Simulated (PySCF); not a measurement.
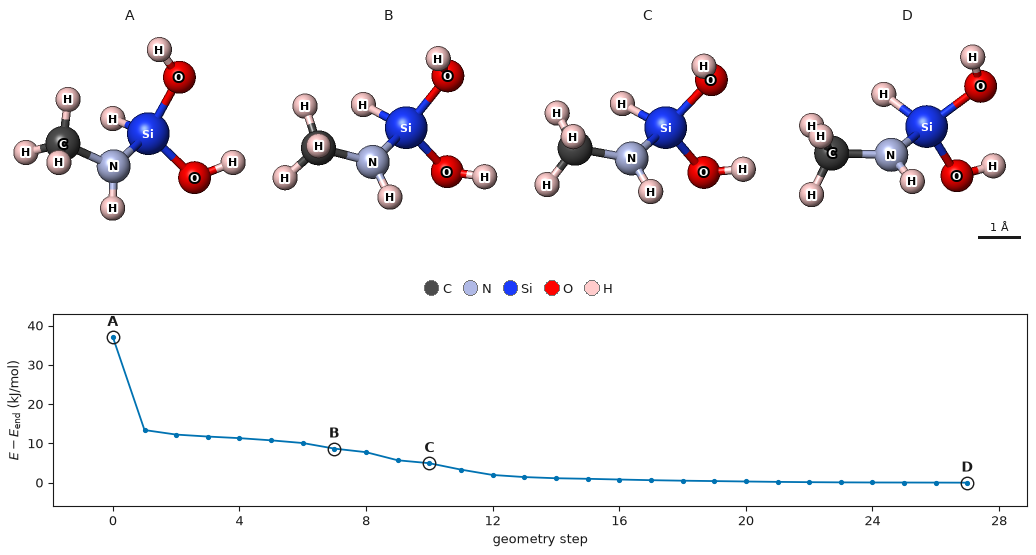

Frames of a relaxation of CH$_{7}$NO$_{2}$Si, marked on the history of the run. A ball-and-stick model, seen from a free direction.

The start comes from GFN2-xTB. Its atoms were then displaced at random by about 0.01 Å.

Computed with PBE0-D3(BJ)/def2-SVP geometry optimisation, gas phase in PySCF. 

Q: Describe the path.

A: The energy falls by 37.1 kJ/mol in 27 geometry steps. An H atom moves most after the best rigid fit: 1.48 Å. Largest moves by element: H 1.48 Å, O 0.63 Å, C 0.37 Å, N 0.34 Å, Si 0.25 Å. Among the contacts that change: O–Si 1.589 → 1.657 Å, O–Si 1.624 → 1.666 Å, C–H 1.065 → 1.101 Å, C–N 1.475 → 1.441 Å. Among the angles between lasting bonds that change: N–Si–H 114.6° → 105.2°, N–Si–O 104.5° → 111.4°, O–Si–O 108.8° → 102.6°. Groups turn about N–Si by about 70°, C–N by about 20°. From step 0 to 7: an H atom moves most (0.81 Å), energy −28.4 kJ/mol. From step 7 to 10: an H atom moves most (0.32 Å), energy −3.71 kJ/mol. From step 10 to 27: an H atom moves most (0.48 Å), energy −4.96 kJ/mol.

```csv
step,"E − E(0), kJ/mol"
0,0.00
1,-23.67
2,-24.83
3,-25.33
4,-25.74
5,-26.29
6,-26.98
7,-28.40
8,-29.31
9,-31.37
10,-32.12
11,-33.75
12,-35.11
13,-35.65
14,-35.94
15,-36.09
16,-36.27
17,-36.44
18,-36.57
19,-36.67
20,-36.77
21,-36.87
22,-36.94
23,-36.99
24,-37.02
25,-37.04
26,-37.05
27,-37.07
```
